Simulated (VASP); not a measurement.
# MoPbO4 (Wulfenite) with r2SCAN: from relaxation to properties, part 4 of 5

Aim: relax MoPbO4 (Wulfenite), then compute properties on the relaxed cell. The start is a cell from a database of measured crystal structures.

VASP 6.6.1; r2SCAN; plane waves and PAW (Mo_sv, Pb_d, O).

So far, gap on the k-mesh (eV): step 2 (relaxing cell and atoms (r2SCAN)) 3.03; step 5 (density of states (r2SCAN)) 3.00; step 6 (volume scan with r2SCAN) 3.03; step 7 (volume scan with r2SCAN (run 2)) 3.03.

## (8) Volume scan with r2SCAN (run 3)

INCAR reads:

```
SYSTEM = MoPbO4
PREC = Accurate
ENCUT = 520
EDIFF = 1E-06
NELM = 100
ISMEAR = 0
SIGMA = 0.05
LREAL = .FALSE.
ALGO = Normal
METAGGA = R2SCAN
LASPH = .TRUE.
NBANDS = 64
LORBIT = 11
LWAVE = .FALSE.
LCHARG = .FALSE.
KPAR = 8
ISIF = 2
```

POSCAR reads:

```
MoPbO4
1.0
   -5.4237135764      0.0000001788      0.0000000000
    0.0000001788      5.4237135764      0.0000000000
    2.7118566988     -2.7118568776     -5.9817947320
Mo Pb O
2 2 8
Direct
    0.2500000000      0.7500000000      0.5000000000
    0.5000000000      0.5000000000      0.0000000000
    0.7500000000      0.2500000000      0.5000000000
    0.0000000000      0.0000000000      0.0000000000
    0.0980780785      0.6926512523      0.6631962779
    0.4426512523      0.8151181994      0.1631962779
    0.5651181994      0.9705450256      0.6631962779
    0.7205450256      0.3480780785      0.1631962779
    0.6519219215      0.5573487477      0.8368037221
    0.3073487477      0.4348818006      0.3368037221
    0.1848818006      0.2794549744      0.8368037221
    0.0294549744      0.9019219215      0.3368037221
```

KPOINTS reads:

```
Automatic mesh
0
Gamma
5 5 5
0 0 0
```

The projector-augmented-wave data sets are Mo_sv, Pb_d and O (PBE family, release 64).

Command:

```bash
$ mpirun -np 8 vasp_std
```

The program printed:

```text
[... set-up lines as in an earlier step ...]
 entering main loop
       N       E                     dE             d eps       ncg     rms          rms(c)
DAV:   1     0.133467868756E+04    0.13347E+04   -0.54839E+04  2712   0.183E+03
DAV:   2    -0.615678346442E+02   -0.13962E+04   -0.13294E+04  2984   0.548E+02
DAV:   3    -0.279021899843E+03   -0.21745E+03   -0.21073E+03  3288   0.228E+02
DAV:   4    -0.292199515619E+03   -0.13178E+02   -0.13099E+02  3648   0.597E+01
[...]
DAV:  12    -0.236321920765E+03   -0.72422E-04   -0.57965E-04  3512   0.143E-01    0.796E-02
DAV:  13    -0.236321897597E+03    0.23168E-04   -0.76904E-05  3728   0.530E-02    0.134E-02
DAV:  14    -0.236321898252E+03   -0.65512E-06   -0.88913E-06  3312   0.151E-02
   1 F= -.23632190E+03 E0= -.23632190E+03  d E =-.149407E-20
```

Elapsed: 2.6 min, on 8 MPI ranks of Intel Xeon Platinum 8488C (Sapphire Rapids), shared host; peak memory 3.6 GiB; 21 min of CPU time.

OUTCAR, selected parts (step 8):

```text
  Total        3.8389038      3.8389038      3.6655683      0.0000005     -0.0000000     -0.0000000
  in kB       34.9536723     34.9536723     33.3754322      0.0000049     -0.0000000     -0.0000000
  external PRESSURE =      34.4275923 kB  Pullay stress =       0.0000000 kB

 POSITION                                       TOTAL-FORCE (eV/Angst)
 -----------------------------------------------------------------------------------
      0.00000      2.71186     -2.99090        -0.000000     -0.000000     -0.000000
     -2.71186      2.71186      0.00000        -0.000000     -0.000000     -0.000000
     -2.71186      0.00000     -2.99090        -0.000000     -0.000000     -0.000000
      0.00000      0.00000      0.00000        -0.000000     -0.000000     -0.000000
      1.26655      1.95825     -3.96710         0.326663     -0.209268     -0.268926
     -1.95825      3.97840     -0.97621         0.209268      0.326663     -0.268926
     -1.26655      3.46546     -3.96710        -0.326663      0.209268     -0.268926
     -3.46546      1.44531     -0.97621        -0.209268     -0.326663     -0.268926
     -1.26655      0.75361     -5.00559        -0.326663      0.209268      0.268926
     -0.75361      1.44531     -2.01469        -0.209268     -0.326663      0.268926
      1.26655     -0.75361     -5.00559         0.326663     -0.209268      0.268926
      0.75361      3.97840     -2.01469         0.209268      0.326663      0.268926
 -----------------------------------------------------------------------------------
    total drift:                               -0.000000     -0.000000      0.000000

  FREE ENERGIE OF THE ION-ELECTRON SYSTEM (eV)
  ---------------------------------------------------
  free  energy   TOTEN  =      -236.3218982523 eV

  energy  without entropy=     -236.3218982523  energy(sigma->0) =     -236.32189825

[... 1 part as in an earlier step ...]

[... 2 further parts left out ...]
[key lines of the parts left out:]
E-fermi :   3.8956
```

The pressure falls from 7.24 to 3.44 GPa.

The run ends at a pressure of 3.44 GPa, with forces up to 0.47 eV/Å.

## (9) Volume scan with r2SCAN (run 4)

INCAR is that of step 8.

Changes to POSCAR since step 8:

```diff
@@ -2,5 +2,5 @@
 1.0
-   -5.4237135764      0.0000001788      0.0000000000
-    0.0000001788      5.4237135764      0.0000000000
-    2.7118566988     -2.7118568776     -5.9817947320
+   -5.4603614014      0.0000001800      0.0000000000
+    0.0000001800      5.4603614014      0.0000000000
+    2.7301806107     -2.7301807907     -6.0222134900
 Mo Pb O
```

KPOINTS is that of step 8.

Command:

```bash
$ mpirun -np 8 vasp_std
```

The program printed:

```text
[... set-up lines as in an earlier step ...]
 entering main loop
       N       E                     dE             d eps       ncg     rms          rms(c)
[... 1 cycle as in an earlier step ...]
DAV:   2    -0.663978830753E+02   -0.13758E+04   -0.13114E+04  2968   0.539E+02
DAV:   3    -0.280115112900E+03   -0.21372E+03   -0.20702E+03  3368   0.225E+02
DAV:   4    -0.292548786386E+03   -0.12434E+02   -0.12356E+02  3608   0.585E+01
DAV:   5    -0.292942046702E+03   -0.39326E+00   -0.39239E+00  3656   0.951E+00    0.906E+01
[...]
DAV:  12    -0.236364795372E+03   -0.81988E-04   -0.59357E-04  3512   0.146E-01    0.561E-02
DAV:  13    -0.236364773935E+03    0.21437E-04   -0.70969E-05  3904   0.498E-02    0.118E-02
DAV:  14    -0.236364774656E+03   -0.72060E-06   -0.86033E-06  3112   0.148E-02
   1 F= -.23636477E+03 E0= -.23636477E+03  d E =-.525687E-14
```

It took 2 min on 8 MPI ranks; peak memory 3.8 GiB; 16 min of CPU time.

Parts of OUTCAR (step 9):

```text
  Total        0.0007047      0.0007047      0.0765796      0.0000007     -0.0000000      0.0000000
  in kB        0.0062879      0.0062879      0.6833210      0.0000061     -0.0000000      0.0000000
  external PRESSURE =       0.2319656 kB  Pullay stress =       0.0000000 kB

 POSITION                                       TOTAL-FORCE (eV/Angst)
 -----------------------------------------------------------------------------------
      0.00000      2.73018     -3.01111         0.000000      0.000000     -0.000000
     -2.73018      2.73018      0.00000         0.000000      0.000000     -0.000000
     -2.73018      0.00000     -3.01111         0.000000      0.000000     -0.000000
      0.00000      0.00000      0.00000         0.000000      0.000000     -0.000000
      1.27510      1.97148     -3.99391        -0.001388     -0.005100     -0.001460
     -1.97148      4.00528     -0.98280         0.005100     -0.001388     -0.001460
     -1.27510      3.48888     -3.99391         0.001388      0.005100     -0.001460
     -3.48888      1.45508     -0.98280        -0.005100      0.001388     -0.001460
     -1.27510      0.75870     -5.03941         0.001388      0.005100      0.001460
     -0.75870      1.45508     -2.02830        -0.005100      0.001388      0.001460
      1.27510     -0.75870     -5.03941        -0.001388     -0.005100      0.001460
      0.75870      4.00528     -2.02830         0.005100     -0.001388      0.001460
 -----------------------------------------------------------------------------------
    total drift:                               -0.000000     -0.000000      0.000000

  FREE ENERGIE OF THE ION-ELECTRON SYSTEM (eV)
  ---------------------------------------------------
  free  energy   TOTEN  =      -236.3647746557 eV

  energy  without entropy=     -236.3647746557  energy(sigma->0) =     -236.36477466

[... 2 parts as in an earlier step ...]

[... 1 further part left out ...]
[key lines of the parts left out:]
E-fermi :   3.5617
```

The pressure falls from 3.44 to 0.02 GPa.

The run ends at a pressure of 0.02 GPa, with forces up to 0.0055 eV/Å.

## (10) Volume scan with r2SCAN (run 5)

INCAR is that of step 9.

Changes to POSCAR since step 9:

```diff
@@ -2,5 +2,5 @@
 1.0
-   -5.4603614014      0.0000001800      0.0000000000
-    0.0000001800      5.4603614014      0.0000000000
-    2.7301806107     -2.7301807907     -6.0222134900
+   -5.4965237891      0.0000001812      0.0000000000
+    0.0000001812      5.4965237891      0.0000000000
+    2.7482618039     -2.7482619851     -6.0620968609
 Mo Pb O
```

KPOINTS is that of step 9.

Command:

```bash
$ mpirun -np 8 vasp_std
```

The program printed:

```text
[... set-up lines as in an earlier step ...]
 entering main loop
       N       E                     dE             d eps       ncg     rms          rms(c)
DAV:   1     0.131381570053E+04    0.13138E+04   -0.55064E+04  2736   0.181E+03
DAV:   2    -0.667625480566E+02   -0.13806E+04   -0.13167E+04  2984   0.541E+02
DAV:   3    -0.280095093797E+03   -0.21333E+03   -0.20703E+03  3296   0.224E+02
DAV:   4    -0.292882707539E+03   -0.12788E+02   -0.12719E+02  3720   0.587E+01
[...]
DAV:  13    -0.236335105360E+03    0.22753E-04   -0.69409E-05  3904   0.480E-02    0.116E-02
DAV:  14    -0.236335105611E+03   -0.25077E-06   -0.11837E-05  3504   0.180E-02    0.315E-03
DAV:  15    -0.236335106339E+03   -0.72782E-06   -0.20074E-06  2008   0.115E-02
   1 F= -.23633511E+03 E0= -.23633511E+03  d E =-.698230E-31
```

It took 3.3 min on 8 MPI ranks; peak memory 3.8 GiB.

From OUTCAR (step 10):

```text
  Total       -3.5923120     -3.5923120     -3.2804951      0.0000007      0.0000000     -0.0000000
  in kB      -31.4257419    -31.4257419    -28.6979501      0.0000059      0.0000000     -0.0000000
  external PRESSURE =     -30.5164779 kB  Pullay stress =       0.0000000 kB

 POSITION                                       TOTAL-FORCE (eV/Angst)
 -----------------------------------------------------------------------------------
      0.00000      2.74826     -3.03105        -0.000000      0.000000      0.000000
     -2.74826      2.74826      0.00000        -0.000000      0.000000      0.000000
     -2.74826      0.00000     -3.03105        -0.000000      0.000000      0.000000
      0.00000      0.00000      0.00000        -0.000000      0.000000      0.000000
      1.28355      1.98454     -4.02036        -0.306157      0.184702      0.247023
     -1.98454      4.03181     -0.98931        -0.184702     -0.306157      0.247023
     -1.28355      3.51199     -4.02036         0.306157     -0.184702      0.247023
     -3.51199      1.46471     -0.98931         0.184702      0.306157      0.247023
     -1.28355      0.76372     -5.07279         0.306157     -0.184702     -0.247023
     -0.76372      1.46471     -2.04174         0.184702      0.306157     -0.247023
      1.28355     -0.76372     -5.07279        -0.306157      0.184702     -0.247023
      0.76373      4.03181     -2.04174        -0.184702     -0.306157     -0.247023
 -----------------------------------------------------------------------------------
    total drift:                               -0.000000     -0.000000      0.000000

  FREE ENERGIE OF THE ION-ELECTRON SYSTEM (eV)
  ---------------------------------------------------
  free  energy   TOTEN  =      -236.3351063388 eV

  energy  without entropy=     -236.3351063388  energy(sigma->0) =     -236.33510634

[... 1 part as in an earlier step ...]

[... 2 further parts left out ...]
[key lines of the parts left out:]
E-fermi :   3.4549
```

The pressure falls from 0.02 to -3.05 GPa.

The run ends at a pressure of -3.05 GPa, with forces up to 0.43 eV/Å.

## (11) Volume scan with r2SCAN (run 6)

INCAR is that of step 10.

Changes to POSCAR since step 10:

```diff
@@ -2,5 +2,5 @@
 1.0
-   -5.4965237891      0.0000001812      0.0000000000
-    0.0000001812      5.4965237891      0.0000000000
-    2.7482618039     -2.7482619851     -6.0620968609
+   -5.5322165021      0.0000001824      0.0000000000
+    0.0000001824      5.5322165021      0.0000000000
+    2.7661081599     -2.7661083422     -6.1014622292
 Mo Pb O
```

KPOINTS is that of step 10.

Command:

```bash
$ mpirun -np 8 vasp_std
```

The program printed:

```text
[... set-up lines as in an earlier step ...]
 entering main loop
       N       E                     dE             d eps       ncg     rms          rms(c)
DAV:   1     0.129908752997E+04    0.12991E+04   -0.54853E+04  2760   0.181E+03
DAV:   2    -0.665872427099E+02   -0.13657E+04   -0.12986E+04  2960   0.536E+02
DAV:   3    -0.280563212644E+03   -0.21398E+03   -0.20742E+03  3360   0.223E+02
DAV:   4    -0.293097744197E+03   -0.12535E+02   -0.12470E+02  3672   0.580E+01
[...]
DAV:  13    -0.236239747087E+03    0.12802E-04   -0.67426E-05  3776   0.424E-02    0.107E-02
DAV:  14    -0.236239747423E+03   -0.33531E-06   -0.10972E-05  3528   0.167E-02    0.365E-03
DAV:  15    -0.236239748139E+03   -0.71665E-06   -0.20744E-06  2200   0.101E-02
   1 F= -.23623975E+03 E0= -.23623975E+03  d E =-.133973E-22
```

Run time: 3.4 min. Hardware: 8 MPI ranks; peak memory 3.8 GiB.

Parts of OUTCAR (step 11):

```text
  Total       -6.9604411     -6.9604411     -6.4240895      0.0000008      0.0000000      0.0000000
  in kB      -59.7193514    -59.7193514    -55.1175501      0.0000066      0.0000000      0.0000000
  external PRESSURE =     -58.1854176 kB  Pullay stress =       0.0000000 kB

 POSITION                                       TOTAL-FORCE (eV/Angst)
 -----------------------------------------------------------------------------------
      0.00000      2.76611     -3.05073        -0.000000     -0.000000     -0.000000
     -2.76611      2.76611      0.00000        -0.000000     -0.000000     -0.000000
     -2.76611      0.00000     -3.05073        -0.000000     -0.000000     -0.000000
      0.00000      0.00000      0.00000        -0.000000     -0.000000     -0.000000
      1.29188      1.99742     -4.04647        -0.590130      0.361265      0.478272
     -1.99742      4.05799     -0.99574        -0.361265     -0.590130      0.478272
     -1.29188      3.53479     -4.04647         0.590130     -0.361265      0.478272
     -3.53479      1.47422     -0.99574         0.361265      0.590130      0.478272
     -1.29188      0.76868     -5.10573         0.590130     -0.361265     -0.478272
     -0.76868      1.47422     -2.05500         0.361265      0.590130     -0.478272
      1.29188     -0.76868     -5.10573        -0.590130      0.361265     -0.478272
      0.76868      4.05799     -2.05500        -0.361265     -0.590130     -0.478272
 -----------------------------------------------------------------------------------
    total drift:                               -0.000000     -0.000000      0.000000

  FREE ENERGIE OF THE ION-ELECTRON SYSTEM (eV)
  ---------------------------------------------------
  free  energy   TOTEN  =      -236.2397481392 eV

  energy  without entropy=     -236.2397481392  energy(sigma->0) =     -236.23974814

[... 1 part as in an earlier step ...]

[... 2 further parts left out ...]
[key lines of the parts left out:]
E-fermi :   3.1488
```

The pressure falls from -3.05 to -5.82 GPa.

The run ends at a pressure of -5.82 GPa, with forces up to 0.84 eV/Å.

## (12) Volume scan with r2SCAN (run 7)

A prediction first. A parabola through the 6 pressures of evenly scaled cells so far, P = 0.02 -162.6 t +357 t² GPa with t = ln(V/V₁) and V₁ the volume at scale 1, gives -8.24 GPa at t = +0.0583.

INCAR is that of step 11.

Changes to POSCAR since step 11:

```diff
@@ -2,5 +2,5 @@
 1.0
-   -5.5322165021      0.0000001824      0.0000000000
-    0.0000001824      5.5322165021      0.0000000000
-    2.7661081599     -2.7661083422     -6.1014622292
+   -5.5674544999      0.0000001835      0.0000000000
+    0.0000001835      5.5674544999      0.0000000000
+    2.7837271582     -2.7837273417     -6.1403260938
 Mo Pb O
```

KPOINTS is that of step 11.

Command:

```bash
$ mpirun -np 8 vasp_std
```

The program printed:

```text
[... set-up lines as in an earlier step ...]
 entering main loop
       N       E                     dE             d eps       ncg     rms          rms(c)
DAV:   1     0.128345235576E+04    0.12835E+04   -0.54814E+04  2752   0.180E+03
DAV:   2    -0.702161539074E+02   -0.13537E+04   -0.12926E+04  2960   0.532E+02
DAV:   3    -0.280968243028E+03   -0.21075E+03   -0.20426E+03  3336   0.221E+02
DAV:   4    -0.293234569113E+03   -0.12266E+02   -0.12189E+02  3608   0.573E+01
[...]
DAV:  12    -0.236085426953E+03   -0.12138E-03   -0.86315E-04  3592   0.168E-01    0.461E-02
DAV:  13    -0.236085419343E+03    0.76094E-05   -0.60168E-05  3864   0.374E-02    0.111E-02
DAV:  14    -0.236085419599E+03   -0.25567E-06   -0.85792E-06  3256   0.157E-02
   1 F= -.23608542E+03 E0= -.23608542E+03  d E =-.118176E-19
```

Run time: 3.5 min. Hardware: 8 MPI ranks; peak memory 3.9 GiB.

Parts of OUTCAR (step 12):

```text
  Total      -10.1313974    -10.1313974     -9.3828621      0.0000007     -0.0000000     -0.0000000
  in kB      -85.2854889    -85.2854889    -78.9843640      0.0000063     -0.0000000     -0.0000000
  external PRESSURE =     -83.1851139 kB  Pullay stress =       0.0000000 kB

 POSITION                                       TOTAL-FORCE (eV/Angst)
 -----------------------------------------------------------------------------------
      0.00000      2.78373     -3.07016         0.000000      0.000000     -0.000000
     -2.78373      2.78373      0.00000         0.000000      0.000000     -0.000000
     -2.78373      0.00000     -3.07016         0.000000      0.000000     -0.000000
      0.00000      0.00000      0.00000         0.000000      0.000000     -0.000000
      1.30011      2.01015     -4.07224        -0.853636      0.524987      0.692818
     -2.01015      4.08384     -1.00208        -0.524987     -0.853636      0.692818
     -1.30011      3.55731     -4.07224         0.853636     -0.524987      0.692818
     -3.55731      1.48362     -1.00208         0.524987      0.853636      0.692818
     -1.30011      0.77358     -5.13825         0.853636     -0.524987     -0.692818
     -0.77358      1.48361     -2.06808         0.524987      0.853636     -0.692818
      1.30011     -0.77358     -5.13825        -0.853636      0.524987     -0.692818
      0.77358      4.08384     -2.06808        -0.524987     -0.853636     -0.692818
 -----------------------------------------------------------------------------------
    total drift:                               -0.000000     -0.000000      0.000000

  FREE ENERGIE OF THE ION-ELECTRON SYSTEM (eV)
  ---------------------------------------------------
  free  energy   TOTEN  =      -236.0854195988 eV

  energy  without entropy=     -236.0854195988  energy(sigma->0) =     -236.08541960

[... 1 part as in an earlier step ...]

[... 2 further parts left out ...]
[key lines of the parts left out:]
E-fermi :   2.8934
```

The pressure falls from -5.82 to -8.32 GPa. The parabola predicted -8.24 GPa, +0.07 GPa off.

## (13) Comparing the runs

Times are for 8 MPI ranks of Intel Xeon Platinum 8488C (Sapphire Rapids), shared host. Results by setting:

| no. | volume scale | energy above the lowest point (meV/atom) | pressure (GPa) | gap on the k-mesh (eV) | time | memory (GiB) |
| --- | --- | --- | --- | --- | --- | --- |
| 1 | 0.94 | 31.7 | 11.45 | 3.032 | 2.4 min | 3.6 |
| 2 | 0.96 | 13.88 | 7.235 | 3.034 | 2.2 min | 3.6 |
| 3 | 0.98 | 3.57 | 3.443 | 3.032 | 2.6 min | 3.6 |
| 4 | 1 | 0 | 0.02320 | 3.027 | 2 min | 3.8 |
| 5 | 1.02 | 2.47 | -3.052 | 3.019 | 3.3 min | 3.8 |
| 6 | 1.04 | 10.42 | -5.819 | 3.008 | 3.4 min | 3.8 |
| 7 | 1.06 | 23.28 | -8.319 | 2.994 | 3.5 min | 3.9 |

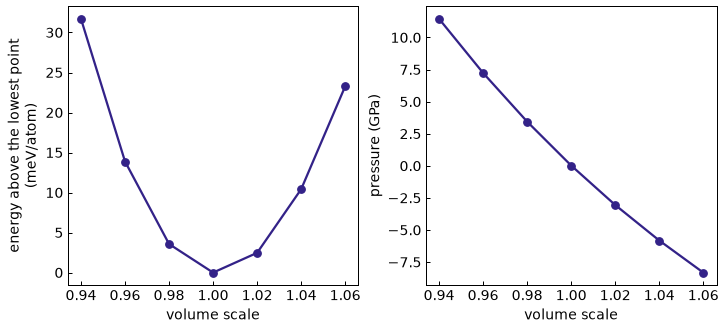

The series as plots.

## (14) Fit for r2SCAN

This step: Birch-Murnaghan fit, r2SCAN; plane waves and PAW (VASP 6.6.1).

This step runs nothing: it gathers the runs above.

This step gave:

```
pressure derivative of the bulk modulus : 4.266
r.m.s. error of the fit                 : 3.81e-6 eV/atom
minimum inside the sampled range        : yes
bulk modulus                            : 161.1 GPa
equilibrium volume of the fit           : 14.98 Å³/atom
```

Table of energy above the fitted minimum by volume:

| volume (Å³/atom) | energy above the fitted minimum (eV/atom) |
| --- | --- |
| 14.065 | 0.0317 |
| 14.364 | 0.0139 |
| 14.664 | 0.00360 |
| 14.963 | 2.3e-5 |
| 15.262 | 0.00250 |
| 15.562 | 0.0104 |
| 15.861 | 0.0233 |

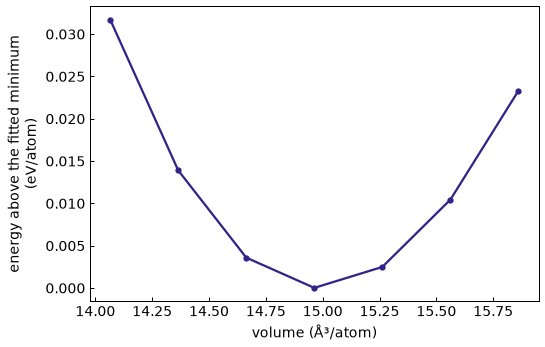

Energy above the fitted minimum, plotted against volume.

The fitted volume lies +0.15 % from the relaxed one. At a finite cutoff and mesh the minimum of the energy and the zero of the stress don't quite coincide, and the relaxation stops at a threshold. The atoms bear forces along the scan, since they were held; freeing them would lower the modulus.

(Part 4 of 5 ends here.)

[Lines on the potential files, build, host, timing and source positions are cut from VASP's logs without a mark.]

[Logs are printed without paths, hosts, clocks, repeated set-up lines and the standing remarks that a program may print on its own settings, such as how far it seeks lower states.]

[Hosts, paths, dates, database ids (printed as entryN), source tags and the programs' standing remarks are cut or masked in the printed files.]

[A measured line is paired with the nearest computed mode of its activity, which favours agreement.]
